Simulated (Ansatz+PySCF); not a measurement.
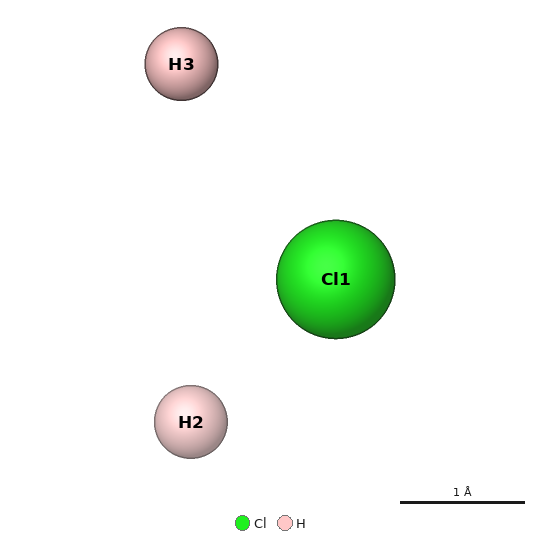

(Drawn from a calculation with Ansatz+PySCF.)

Orthographic view. Atoms fade into the background with distance from the viewer. Charge 0, doublet. Geometry: a fixed input geometry, not necessarily a minimum.

List all interatomic distances (Å) as a matrix.

```
atom   Cl1    H2    H3
 Cl1  0.00            
  H2  2.16  0.00      
  H3  2.16  3.31  0.00
```
